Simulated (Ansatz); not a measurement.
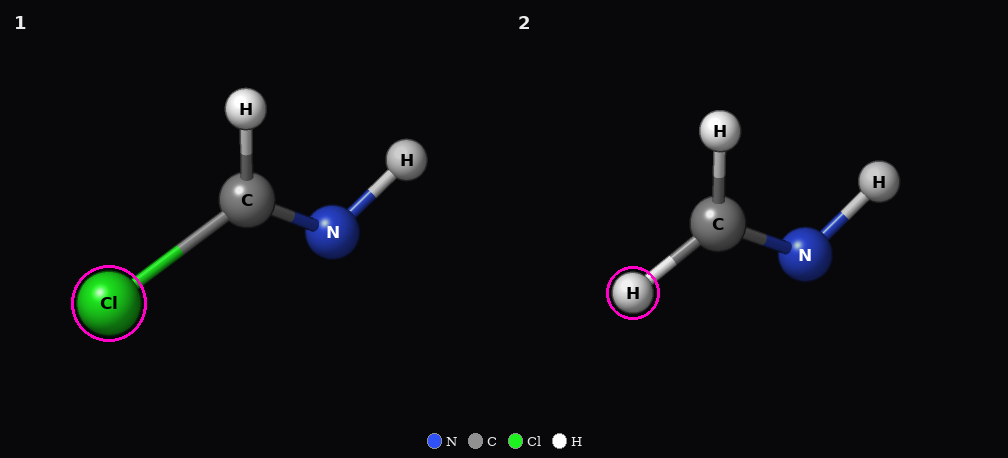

2 molecules with one skeleton, seen from the same side and at one scale; the atom that differs is circled. Each species is neutral and a spin singlet. Computed geometries: PBE0-D4/def2-TZVP optimisations, one conformation each. Properties computed with Ansatz 0.2.0.

One atom differs, called X below: Cl in panel 1, H in panel 2. Their formulas are CH2ClN (`[H]/N=C/Cl`), CH3N (`C=N`).

In which is the dipole moment larger (r2SCAN-D4/def2-TZVPP)?

In panel 1 (X = Cl).

In which is the HOMO–LUMO gap larger (PBE0-D4/def2-TZVPP)?

In panel 1 (X = Cl).

Give the values. With PBE0-D4/def2-TZVP: length of X–C (Å), angle X–C–H (°). With PBE0-D4/def2-TZVPP: HOMO energy (Kohn–Sham orbital) (eV), HOMO–LUMO gap (eV), vertical ionisation energy (eV). With r2SCAN-D4/def2-TZVPP: dipole moment (D).

```tsv
quantity	1 (Cl)	2 (H)	2 − 1
length of X–C (Å)	1.729	1.092	−0.637
angle X–C–H (°)	111.0	116.3	+5.3
HOMO energy (Kohn–Sham orbital) (eV)	−8.58	−7.78	+0.80
HOMO–LUMO gap (eV)	7.83	7.33	−0.50
vertical ionisation energy (eV)	11.01	10.53	−0.48
dipole moment (D)	2.49	1.96	−0.53
```
